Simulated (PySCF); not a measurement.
## A study: C₂H₄BrOSi, doublet, SMILES `[SiH3]O/C=[C]\Br`

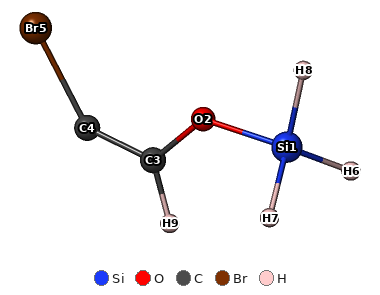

The molecule, with its atoms numbered as below. No frequency check shows the geometry to be a minimum.

Coordinates in Å:

```
Si1      3.0671    0.3226    0.0001
O2       1.4526    0.0918   -0.0001
C3       0.7016   -1.0370   -0.0003
C4      -0.6058   -1.0414    0.0006
Br5     -1.9079    0.2284   -0.0000
H6       3.6646   -0.2872   -1.1890
H7       3.6640   -0.2847    1.1916
H8       3.0755    1.7747   -0.0017
H9       1.2382   -1.9786   -0.0014
```

### 1. Bonding charge

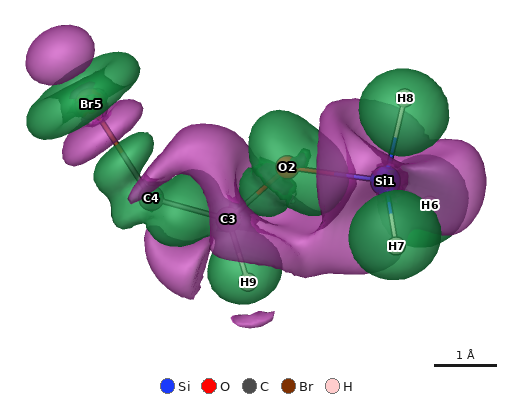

Deformation density (molecule less spherical, spin-averaged free atoms at the same positions), surfaces at ±0.04 e/Å³; green: gain, purple: loss.

Method: CAM-B3LYP/cc-pVTZ; geometry: GFN2-xTB; program: PySCF. The stability of the open-shell solution wasn't checked. GFN2-xTB doesn't know the spin state, so this open-shell geometry is rough.

> How much density has each bond gained at its critical point, relative to the free atoms?

C3–C4: +0.86 e/Å³ at the bond critical point (bond length 1.31 Å, Mayer order 1.8). C3–H9: +0.85 e/Å³ at the bond critical point (bond length 1.08 Å, Mayer order 0.9). Si1–H8: +0.25 e/Å³ at the bond critical point (bond length 1.45 Å, Mayer order 1.0). Si1–H6: +0.24 e/Å³ at the bond critical point (bond length 1.46 Å, Mayer order 1.0). Si1–H7: +0.24 e/Å³ at the bond critical point (bond length 1.47 Å, Mayer order 1.0). C4–Br5: +0.21 e/Å³ at the bond critical point (bond length 1.82 Å, Mayer order 1.2). O2–C3: +0.16 e/Å³ at the bond critical point (bond length 1.36 Å, Mayer order 1.1). Si1–O2: +0.08 e/Å³ at the bond critical point (bond length 1.63 Å, Mayer order 1.2); up to 0.6 Å beside the axis the gain reaches +0.41 e/Å³. In all, 2.3 electrons gather in the regions of gain relative to the promolecule. A small or negative value marks a very polar bond, one between electron-rich atoms, whose free-atom densities already overlap strongly, a long bond to a heavier atom, or a closed-shell contact such as a hydrogen bond.

> Where do the Hirshfeld charges lie?

The highest Hirshfeld charge is on Si1 (+0.41 e), the lowest on O2 (−0.20 e).

| atom | charge (e) |
| --- | --- |
| Si1 | +0.41 |
| O2 | −0.20 |
| C3 | 0.00 |
| C4 | −0.08 |
| Br5 | +0.04 |
| H6 | −0.08 |
| H7 | −0.08 |
| H8 | −0.07 |
| H9 | +0.06 |

### 2. Bond critical points

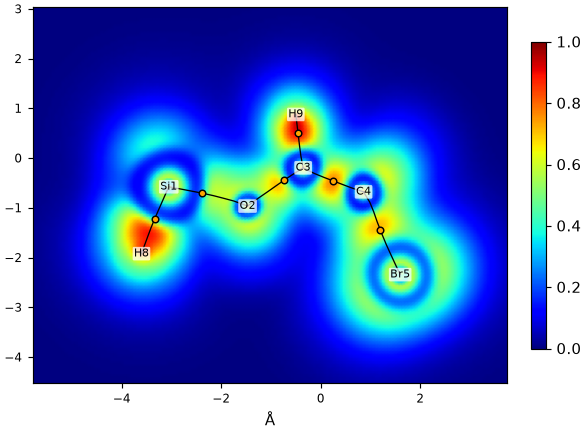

Localised orbital locator (LOL) in the plane of Si1, O2, C3, C4, Br5, H8 and H9, with bond paths and bond critical points (dots).

> What values does LOL take at the bond critical points in this plane?

C3–H9: about 0.91; C3–C4: about 0.77; C4–Br5: about 0.69; O2–C3: about 0.53; Si1–H8: about 0.40; Si1–O2: about 0.27. Values above 0.5 mark slow, localised electrons, as in shared pairs; low values at a critical point mark a polar or closed-shell contact whose critical point lies between the shells.

> Where along O2–C3 does the critical point lie?

0.89 Å from O2 and 0.46 Å from C3.

### 3. Local ionisation energy

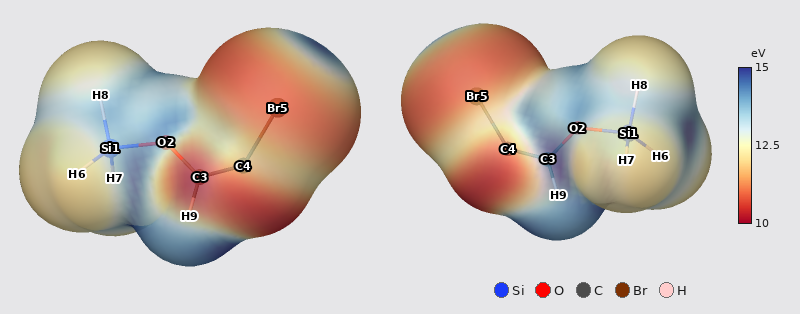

Average local ionisation energy on the surface of electron density 0.001 a.u. (back view left, front view right).

> Where are the most loosely bound electrons on this surface?

The lowest value is 10.3 eV, 2.0 Å from C4, and at like points elsewhere. Further minima include 10.3 eV, off the C3–C4 bond (2.1 to 2.3 Å from its atoms); 10.7 eV, 2.3 Å from Br5, and at like points elsewhere. For comparison, the highest occupied orbital lies at −8.0 eV.

> What volume does the surface enclose, and what is the dipole moment?

About 136 Å³; the dipole moment is 1.7 D.

### 4. Spin density

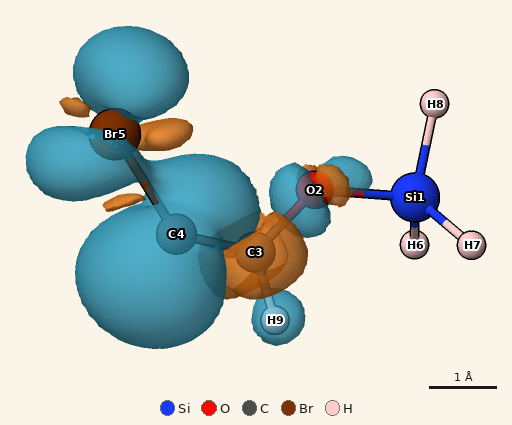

Spin density ρα − ρβ at ±0.01 e/Å³ (light blue: excess α, orange: excess β).

> Where is the unpaired spin?

Hirshfeld spin populations: C4 +0.74 and Br5 +0.20. ⟨S²⟩ = 0.76, against 0.75 for a pure state. The picture also shows regions of β spin from spin polarisation; the Hirshfeld sums, whose atoms overlap, net them against the α spin of neighbours.

### 5. In an electric field

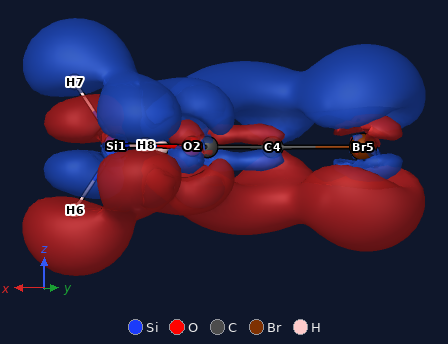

Change of the electron density in a uniform field of 0.41 V/Å, surfaces at ±0.002 e/Å³ (red: gain, blue: loss).

Method: PBE0/def2-SVPD; geometry: GFN2-xTB; program: PySCF. The stability of the open-shell solution wasn't checked. GFN2-xTB doesn't know the spin state, so this open-shell geometry is rough.

The field was applied in both directions; the picture shows the one opposite to the script's first.

> Along which Cartesian direction does the field point?

Along +z: electrons gather on the −z side, against the field.

> What dipole is induced, and what polarisability does it imply?

The induced dipole is 1.19 D (along the field); α along this axis, from the fields in both directions, is 58 bohr³ (8.6 Å³).

### 6. Removing or adding an electron

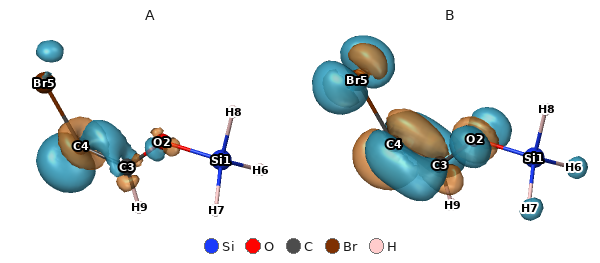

The two Fukui functions at ±0.05 e/Å³ (light blue positive, orange negative).

Computed with PySCF, BP86/def2-SVPD, geometry: GFN2-xTB. GFN2-xTB doesn't know the spin state, so this open-shell geometry is rough.

> Which panel is f⁻ (electron removed) and which f⁺ (electron added)?

A is f⁺, B is f⁻. f⁻ (Hirshfeld-condensed) is largest on Br5 (0.34) and C3 (0.20); the vertical ionisation energy is 10.98 eV (to the singlet cation, which needn't be its lowest state). f⁺ (Hirshfeld-condensed) is largest on Br5 (0.32) and C4 (0.28); the vertical electron affinity is 1.29 eV (to the singlet anion, which needn't be its lowest state; the anion's highest orbital has positive energy, so this value and f⁺ depend on the basis).

The PySCF runs shown took 2.4 min, 3.2 min and 6.1 min on 1 thread of Arm Neoverse V1, on a shared host.
